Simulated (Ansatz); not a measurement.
**Abstraction of Cl: C2H5ClGe + C2H5AlCl → C2H5Ge + C2H5AlCl2**

Gas-phase species: C2H5ClGe `C=[CH][GeH2][Cl]`, singlet; C2H5AlCl `C[CH2][Al][Cl]`, doublet; C2H5Ge `C=[CH][GeH2]`, doublet; C2H5AlCl2 (ethylaluminum dichloride) `C[CH2][Al]([Cl])[Cl]`, singlet. A radical takes Cl: the energy is the difference in strength between the Ge–Cl bond broken and the Al–Cl bond made.

Shapes, held fixed at every level: PBE0-D4/def2-TZVP. Flexible molecules stand in one conformer, not always the lowest. Programs: Ansatz 0.2.0. Electronic energies: no zero-point or thermal term.

| level | kind | ΔE (kJ/mol) |
| --- | --- | --- |
| HF/def2-SVP | Hartree–Fock | -96.4 |
| HF/def2-TZVPP | Hartree–Fock | -88.6 |
| SPW92/def2-TZVPP | LDA | -73.5 |
| PBE-D4/def2-TZVPP | GGA | -75.4 |
| BHLYP-D4/def2-TZVPP | global hybrid | -84.7 |
| wB97X-V/def2-TZVPP | range-separated hybrid | -82.5 |
| B2PLYP/def2-TZVPP | double hybrid | -84.4 |

B2PLYP/def2-TZVPP gives ΔE = -84.4 kJ/mol; the levels span -96.4 to -73.5. The median of the levels is -84.4. No measured value is set beside it here. Spin contamination: C2H5Ge (⟨S²⟩ up to 0.88). Open shells run unrestricted. Relativity is left out for Ge. Outer-core shells of Ge are correlated, in sets that cover them unevenly.

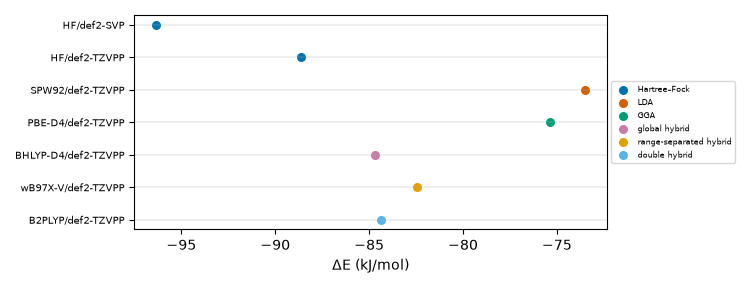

The values of the table, level by level.
